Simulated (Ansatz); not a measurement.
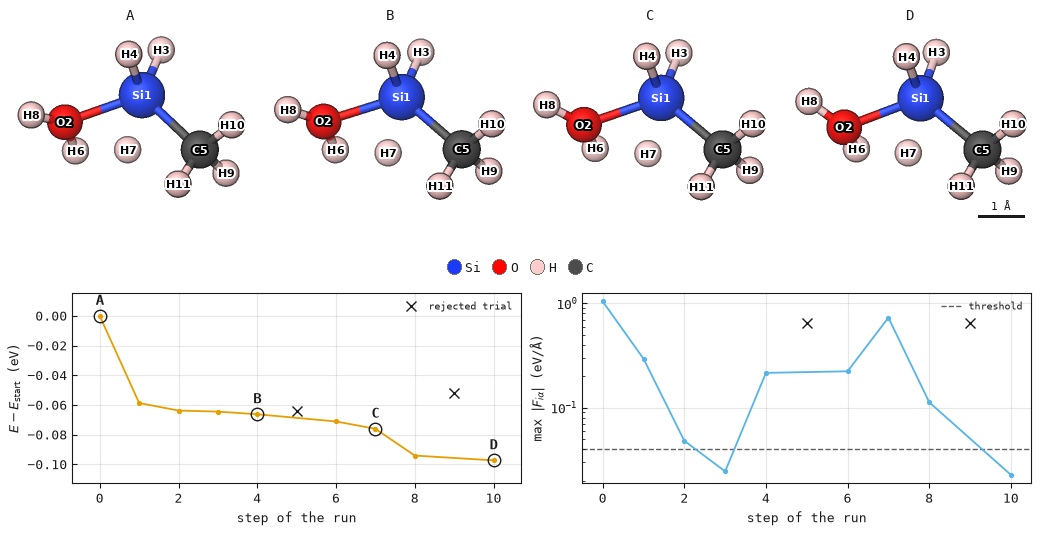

Frames of a constrained relaxation of CH₈OSi, marked on the history of the run. A ball-and-stick model, seen at a tilt.

The reaction that was planned forms Si1–H7, O2–H6 and breaks Si1–O2, H6–H7 (atoms numbered from 1 in input order).

All numbers below come from Ansatz 0.2.0, RKS PBE0-D4/def2-SVP. Set-up: held fixed: the distance between atoms 1 (Si) and 7 (H), the distance between atoms 2 (O) and 6 (H), the distance between atoms 1 (Si) and 2 (O), the distance between atoms 6 (H) and 7 (H), counting from 1; force threshold 0.04 eV/Å; at most 150 steps.

**What happens along the run?**

The atom that moves furthest after the best rigid fit is H8 (0.42 Å). By element the largest moves are H 0.42 Å, O 0.19 Å, Si 0.10 Å, C 0.06 Å. Near-neighbour distances that change, for instance: Si1–H3 1.454 → 1.493 Å, Si1–H4 1.493 → 1.523 Å, Si1–C5 1.892 → 1.873 Å, C5–H10 1.084 → 1.101 Å. Bond angles that change, for instance: H6–O2–H8 139.1° → 126.3°, Si1–O2–H8 130.6° → 122.8°, Si1–O2–H6 90.1° → 84.1°. The energy falls by 0.097 eV in 8 accepted moves (10 points after the start). Largest force component: 1 eV/Å at the start, 0.023 eV/Å at the end. The line search rejected the trial steps at points 5, 9 of the run. The forces were under the threshold at step 3, but the run went on from there. Cost: 24 s on 4 threads of Intel Xeon Platinum 8259CL @ 2.50GHz, on a shared host. From step 0 to 4: H8 moves most (0.16 Å), energy −0.066 eV. From step 4 to 7: H8 moves most (0.15 Å), energy −0.010 eV. From step 7 to 10: H8 moves most (0.15 Å), energy −0.021 eV.

| step | E − E(0), eV | largest force component, eV/Å | note |
| --- | --- | --- | --- |
| 0 | 0.0000 | 1.0444 |  |
| 1 | -0.0587 | 0.2945 |  |
| 2 | -0.0637 | 0.0481 |  |
| 3 | -0.0644 | 0.0245 |  |
| 4 | -0.0662 | 0.2156 |  |
| 5 | -0.0638 | 0.6554 | rejected |
| 6 | -0.0711 | 0.2232 |  |
| 7 | -0.0760 | 0.7301 |  |
| 8 | -0.0940 | 0.1127 |  |
| 9 | -0.0522 | 0.6496 | rejected |
| 10 | -0.0973 | 0.0227 |  |
